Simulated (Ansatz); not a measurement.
Equilibrium of C2H5Cl + InHCl2 ⇌ C2H6 + InCl3 at process temperatures

Gas-phase species: C2H5Cl (chloroethane) `CCCl`, singlet; InHCl2 `[Cl][InH][Cl]`, singlet; C2H6 (ethane) `CC`, singlet; InCl3 `[Cl][In]([Cl])[Cl]`, singlet. The partners trade Cl for H: C–Cl and In–H bonds give way to C–H and In–Cl.

The electronic reaction energy at CCSD(T)/def2-TZVPP is -154.4 kJ/mol. Shapes: PBE0-D4/def2-TZVP. Programs: Ansatz 0.2.0. Enthalpy and entropy come from rigid-rotor, harmonic-oscillator sums on unscaled PBE0-D4/def2-TZVP wavenumbers, ideal gases at 1 bar. Symmetry numbers: C2H5Cl 1, InHCl2 2, C2H6 6, InCl3 6. R = 8.3145 J/(mol K).

| T (K) | ΔH (kJ/mol) | ΔS (J/(mol K)) |
| --- | --- | --- |
| 600 | -145.2 | -20.8 |
| 800 | -146.0 | -22.1 |
| 1000 | ? | ? |

Question: Work out ln K at 600 and 800 K, and from these estimate it at 1000 K.

Answer: 
1. 600 K: ΔG = -145.2 − 600 × (-20.8)/1000 = -132.7 kJ/mol; ln K = −ΔG/RT = +26.60.
2. 800 K: ΔG = -146.0 − 800 × (-22.1)/1000 = -128.3 kJ/mol; ln K = −ΔG/RT = +19.29.
3. Slope against 1000/T: (+19.29 − (+26.60))/(1.2500 − 1.6667) = +17.54, that is −ΔH/R with ΔH near -146 kJ/mol.
4. 1000 K: ln K = +26.60 + (+17.54) × (1.0000 − 1.6667) = +14.91.

The full sums give ΔH = -146.9 kJ/mol, ΔS = -23.0 J/(mol K), ΔG = -123.9 kJ/mol and ln K = +14.90 at 1000 K, so the line is off by +0.01 in ln K; without rounding the miss is +0.03, from the change of ΔH with temperature. The products are favoured over this whole range. An error of 10 kJ/mol in the energy moves ln K by 1.2 at 1000 K. Soft modes are treated as harmonic, which can err either way at these temperatures; the lowest are those of InHCl2 (101 cm⁻¹), InCl3 (90 cm⁻¹). Other reactions of these species are left aside. For atoms past krypton def2 sets carry core potentials with scalar relativity. Outer-core shells of In are correlated, in sets that cover them unevenly.

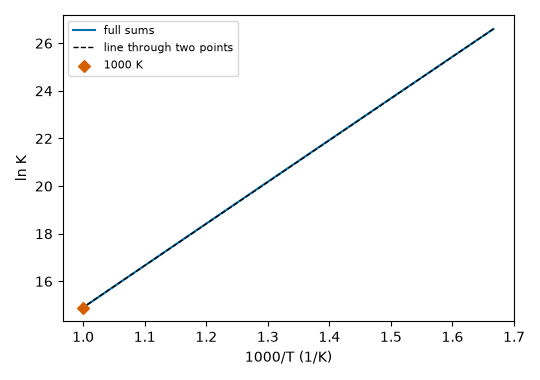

The van 't Hoff plot.
